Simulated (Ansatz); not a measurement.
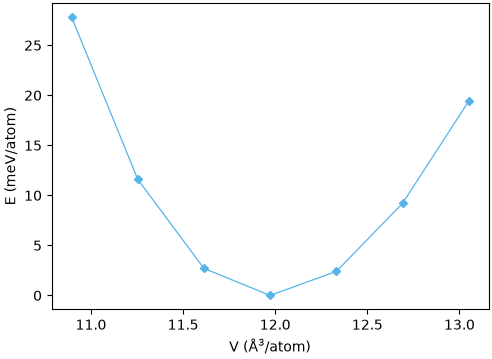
Fig. 1. LiGeN in space group P6_3mc (No. 186; Li on 2b, Ge on 2a, N on 2b) under volume change, DFT-HSE06 in the program Ansatz with PAW potentials, shape and atoms relaxed at each volume.

Problem. What does a third-order Birch–Murnaghan fit give for V₀, B₀ and B′?

Solution. V₀ = 11.97 Å³/atom, B₀ = 75.7 GPa, B′ = 4.9.

The workflow started from a Materials Project entry (that database holds measured and hypothetical structures alike); the Crystallography Open Database copy checked does not list it. Its standing as an ambient phase is unchecked. Symmetry was held in the HSE06 relaxation; its stability against distortions is not shown here.

Potentials: the later of the program's two PAW sets.
